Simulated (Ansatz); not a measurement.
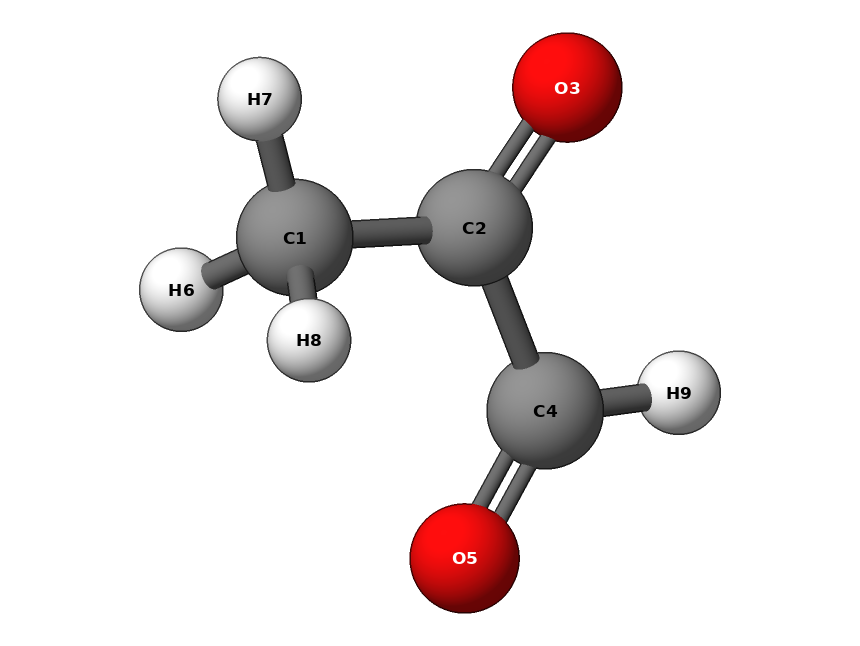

The questions are on Mulliken charges. The geometry was computed by an optimisation with PBE0-D4/def2-TZVP. Method: RKS r2SCAN-D4/def2-TZVPP (Ansatz 0.2.0).

List the Mulliken charges.

| atom | value (e) |
| --- | --- |
| C1 | −0.11 |
| C2 | 0.21 |
| O3 | −0.28 |
| C4 | 0.16 |
| O5 | −0.26 |
| H6 | 0.07 |
| H7 | 0.08 |
| H8 | 0.07 |
| H9 | 0.06 |

Mulliken values depend strongly on the basis set and can even reverse the polarity of a bond.
